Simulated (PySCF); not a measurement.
Si(Vi)(OMe)3, SMILES C=C[Si](OC)(OC)OC at its GFN2-xTB optimised geometry (Å):

```
21

C      1.5292    -0.7121    -0.9404
C      0.7501    -0.2028     0.0000
Si    -1.1349    -0.2028     0.0000
O     -1.7198    -0.9204     1.3541
C     -1.4514    -2.2164     1.8140
O     -1.5342    -0.9314    -1.3929
C     -2.7704    -0.9330    -2.0573
O     -1.8324     1.2641     0.0000
C     -1.8726     2.1973     1.0446
H      1.1074    -1.1734    -1.8168
H      2.6070    -0.6898    -0.8783
H      1.2247     0.2500     0.8645
H     -2.0728    -2.3915     2.6931
H     -1.6850    -2.9587     1.0477
H     -0.3981    -2.3181     2.0856
H     -3.1523     0.0834    -2.1588
H     -3.5020    -1.5322    -1.5099
H     -2.6124    -1.3667    -3.0457
H     -2.1614     1.7184     1.9810
H     -2.6070     2.9587     0.7796
H     -0.8946     2.6673     1.1715
```

Level of theory: CAM-B3LYP/def2-SVP (PySCF). Cells within 0.4 Å of a nucleus heavier than hydrogen are left out (blank, or x).

Map of the HOMO−1 amplitude (bohr^(-3/2)) on the plane z = 0.0 Å; orbital energy -9.28 eV, overall sign arbitrary:

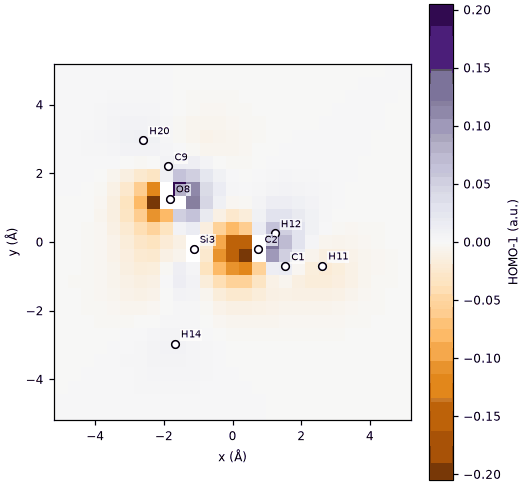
Fig. 1. HOMO−1 amplitude (bohr^(-3/2)) on the plane z = 0.0 Å.
